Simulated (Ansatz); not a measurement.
# What a change does: single-point calculation on Au$_{3}$

System: Au$_{3}$, multiplicity 2.
Method of the first run: UKS PBE-D4/def2-TZVP (Ansatz 0.2.0).

The geometry comes from this level: PBE0-D4/def2-TZVP. Text and figures count atoms from 1; the logs count them from 0 in places.

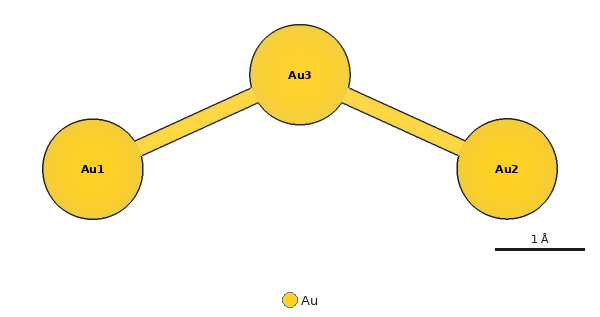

**Figure 1.** The structure (ball-and-stick view, seen on its broad side; atoms are numbered from 1 in the order of the input). Sticks mark near contacts. Bond lengths as drawn: Au–Au 2.57 Å.

**Input file, the first run**
```yaml
crystal:
  periodic: [false, false, false]
  atoms:
    - {symbol: Au, position_ang: [1.361389, -1.326800, -1.405003]}
    - {symbol: Au, position_ang: [-1.705931, 1.434978, 0.786430]}
    - {symbol: Au, position_ang: [0.344543, -0.108178, 0.618583]}
basis:
  gaussian: {orbitals: def2-TZVP, initial_orbitals: start.molden}
magnetization: {spin_polarized: true, initial_magnetization: 1}
hamiltonian: {xc: pbe, dispersion: d4}
scf: {omitted_lower_state_checks: [starts]}
output: {orbitals: {seedname: orbitals}}
```

Command:
```bash
ansatz run in.yaml --threads 4 --pin off --events-out ev --progress --plain --max-ram 3916MiB
```

Hardware: 4 threads of Arm Neoverse V2, 23 GiB of memory available, shared host.

**Output (the first run)**
```
Functional definition: PBE
  parameter kappa = 0.804
  parameter beta = 0.06672455060314922
  exchange = pbe_x(kappa = kappa, mu = beta*pi^2/3)
  correlation = pbe_c(beta = beta)
these checks for a lower state are left out or cut short: starts
1074 factors; their error is unknown
mean field evaluation 1: about -11084.8301 eV, gradient 6.0e0 eV
mean field evaluation 2: about -11084.9871 eV, gradient 2.0e-1 eV
mean field evaluation 4: about -11084.9846 eV, gradient 3.5e-2 eV
mean field -11084.98463356 eV, -407.3656716111 hartree, gradient 2.9e-5 eV, S^2 0.751769; 0 other end points of the search recorded, 0 dependent functions left out
reference -11084.98467716 eV, -407.3656732130 hartree; 29, 28 occupied and 91, 92 virtual orbitals, 1074 factors
Total energy: -11085.09992499 eV, -407.3699084928 hartree
Checks for a lower state left out: starts
```

For the second run the input was changed thus:
```diff
-hamiltonian: {xc: pbe, dispersion: d4}
+hamiltonian: {xc: {name: CAM-B3LYP}, dispersion: d4}
```

How does the second run compare with the first run?

The total energies belong to different models, so their difference says nothing on which is more stable or more accurate. The HOMO goes from −5.84 to −7.34 eV. The LUMO goes from −5.50 to −3.71 eV.

**Output (the second run)**
```
Functional definition: CAM-B3LYP
  parameter alpha = 0.19
  parameter beta = 0.46
  parameter omega = 0.33/bohr
  parameter ac = 0.81
  exchange = (1 - alpha - beta)*b88_x + beta*b88_x_sr(omega) + alpha*exact_x + beta*exact_x_lr(omega)
  correlation = (1 - ac)*vwn5_c + ac*lyp_c
these checks for a lower state are left out or cut short: starts
1128 factors; integrals over basis functions are off by at most 1.6e-4 eV
251 factors; integrals over basis functions are off by at most 2.6e-5 eV
mean field evaluation 1: about -11077.1358 eV, gradient 3.7e0 eV
mean field evaluation 2: about -11077.1661 eV, gradient 5.9e-2 eV
mean field evaluation 4: about -11077.2627 eV, gradient 1.2e-3 eV
mean field evaluation 8: about -11077.2627 eV, gradient 3.0e-5 eV
mean field -11077.26271451 eV, -407.0818963197 hartree, gradient 3.0e-5 eV, S^2 0.774259; 0 other end points of the search recorded, 0 dependent functions left out
reference -11077.26282355 eV, -407.0819003269 hartree; 29, 28 occupied and 91, 92 virtual orbitals, 1128 factors
Total energy: -11077.37243803 eV, -407.0859285851 hartree
Checks for a lower state left out: starts
```

**The two runs side by side**

| quantity | the first run | the second run |
| --- | --- | --- |
| outcome | converged | converged |
| total energy (hartree) | −407.369908 | −407.085929 |
| HOMO (eV) | −5.84 | −7.34 |
| LUMO (eV) | −5.50 | −3.71 |
| ⟨S²⟩ | 0.752 | 0.774 |
| basis functions | 120 | 120 |
| wall time (shared host) | 2 s | 3.7 s |
